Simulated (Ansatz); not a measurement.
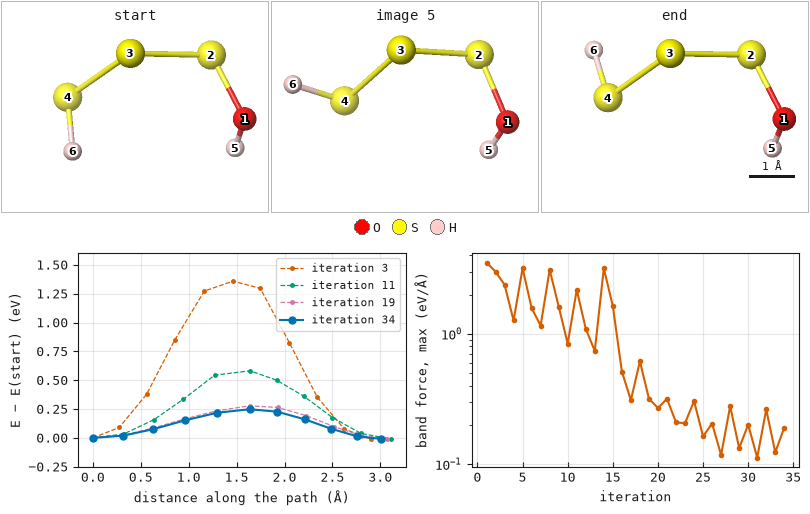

A search for the minimum-energy path of H2S3O by the nudged elastic band. Images are numbered from 0 (start) to 10 (end). The plot follows the band through its iterations. Style: ball-and-stick. Shown at a tilt.

The calculation used RKS r2SCAN/def2-SVP (Ansatz 0.2.0).

Input
```yaml
crystal:
  periodic: [false, false, false]
  atoms:
    - { symbol: O, position_ang: [0.000901, 1.629489, -1.061277] }
    - { symbol: S, position_ang: [0.426981, 1.437198, 0.554959] }
    - { symbol: S, position_ang: [1.252201, -0.41045, 0.734895] }
    - { symbol: S, position_ang: [-0.289004, -1.822688, 1.100016] }
    - { symbol: H, position_ang: [-0.926994, 1.350723, -1.134133] }
    - { symbol: H, position_ang: [-0.464075, -2.184282, -0.19445] }
basis:
  gaussian: { orbitals: def2-SVP }
hamiltonian:
  xc: r2scan
neb:
  order_check: false
  images: 9
  f_tol: 0.05
  max_iterations: 34
  initial_path: idpp
  optimiser: lbfgs
  climbing: immediate
  final_atoms:
    - { symbol: O, position_ang: [0.07205773, 1.94004107, -0.9216158] }
    - { symbol: S, position_ang: [0.10093074, 1.28131319, 0.62266636] }
    - { symbol: S, position_ang: [1.18453382, -0.43586218, 0.51151051] }
    - { symbol: S, position_ang: [-0.11080697, -2.02316466, -0.0454444] }
    - { symbol: H, position_ang: [-0.7023366, 1.56161177, -1.37026008] }
    - { symbol: H, position_ang: [-0.54436872, -2.3239492, 1.20315341] }
```

Launched with:
```bash
ansatz run input.yaml --threads 1 --pin off --max-ram 2048MiB --backend cpu --events-out ev --progress --plain --runs-dir out
```

> Judge this run.

The result isn't final. The band hadn't converged when the run stopped after 34 iterations. The largest component of the band force went from 3.5 to 0.19 eV/Å. The barrier read from it is provisional, though the highest image hardly moved in the last two iterations. The first iteration put the highest image at 2.876 eV. Forward barrier 0.248 eV, backward barrier 0.257 eV, with image 5 at the top; the reaction energy is −0.009 eV.

Cost: 31 min on 1 thread of Intel(R) Xeon(R) Processor @ 2.50GHz (Skylake/Cascade Lake) (shared host), peak memory 0.14 GiB.
